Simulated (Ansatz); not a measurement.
**F₆Si (charge −2): density, localisation and related maps**

Input

```
crystal:
  periodic: [false, false, false]
  atoms:
    - { symbol: Si, position_ang: [0.0, 0.0, 0.0] }
    - { symbol: F, position_ang: [1.72, 0.0, 0.0] }
    - { symbol: F, position_ang: [-1.72, 0.0, 0.0] }
    - { symbol: F, position_ang: [0.0, 1.72, 0.0] }
    - { symbol: F, position_ang: [0.0, -1.72, 0.0] }
    - { symbol: F, position_ang: [0.0, 0.0, 1.72] }
    - { symbol: F, position_ang: [0.0, 0.0, -1.72] }
total_charge: -2
basis:
  gaussian: { orbitals: def2-TZVPD }
hamiltonian:
  xc: pbe0
relax:
  f_tol: 0.004
  max_steps: 200
output:
  orbitals: {}
```

Launched as:

```sh
ansatz run input.yaml --threads 4 --pin off --max-ram 8192MiB --backend cpu --events-out ev --progress --plain --runs-dir out
```

The fields are those of the run's last geometry, not of the input's.

The highest occupied orbital lies above zero, a sign that basis and functional describe the outermost electron poorly.

Level of theory: Ansatz 0.2.0, DFT PBE0, Gaussian basis def2-TZVPD.

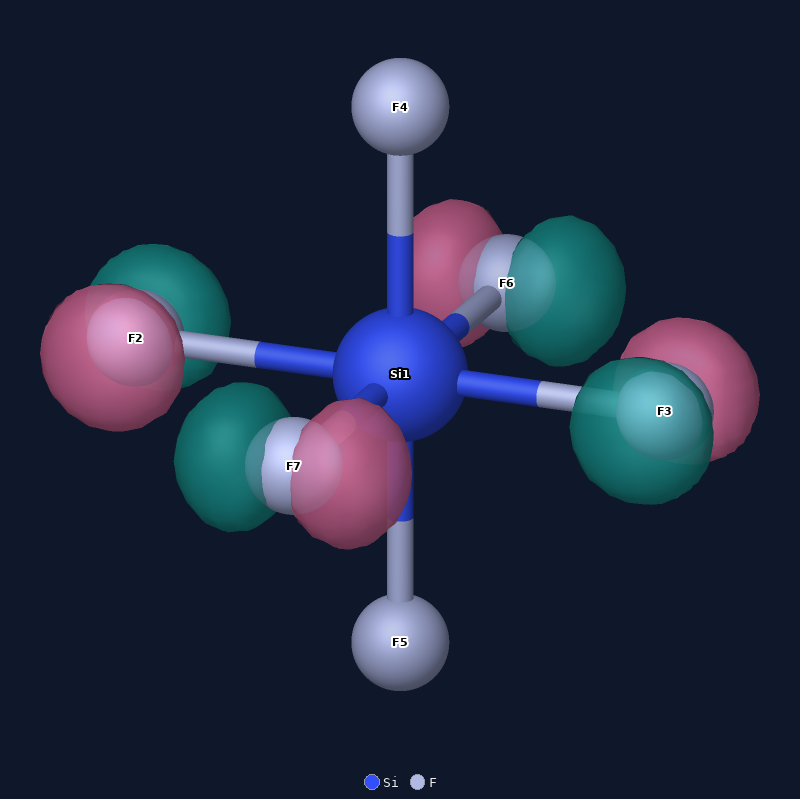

Figure 1. The HOMO at ±0.3 Å⁻³ᐟ² (teal and pink are the two phases), seen at a tilt.

**Where does this orbital lie, and at what energy?**

It lies mainly on F2 (about 25 %), F3 (about 25 %), F7 (about 25 %) and F6 (about 25 %); it is gerade (even under inversion); largely a combination of lone pairs on F2, F3, F7 and F6. It is one of a degenerate set, so its orientation is arbitrary. Its energy is 0.63 eV.

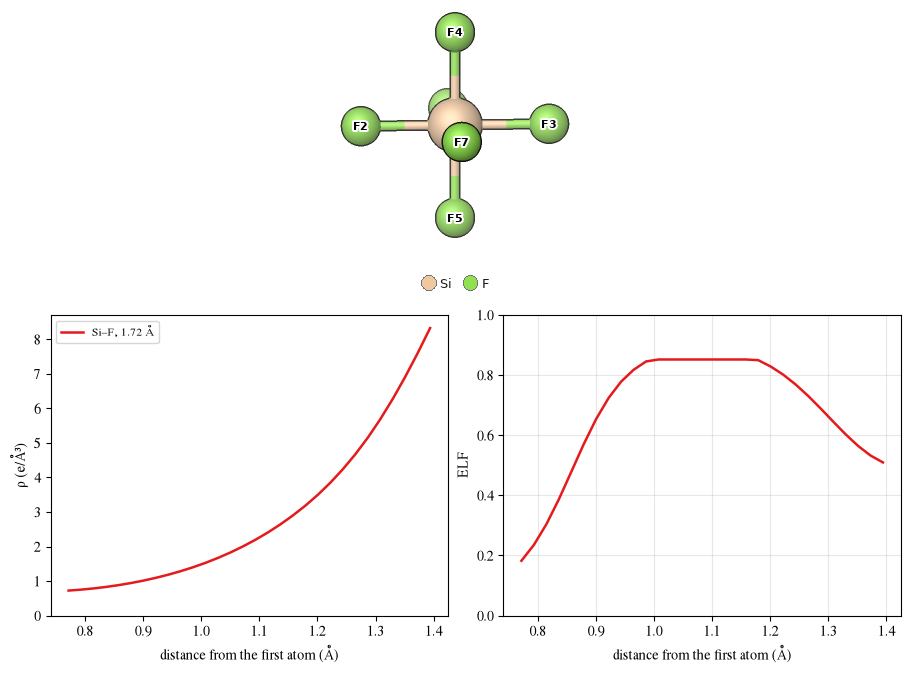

Figure 2. Electron density and ELF along straight lines between neighbouring atoms. The curves leave out the atomic cores. The structure is drawn too.

**What can be read from the curves?**

Si–F (1.72 Å): ρ is about 0.88 e/Å³ halfway; the ELF peaks at about 0.85 in the valence shell of F, 0.7 Å from its nucleus, and is about 0.50 at the midpoint.
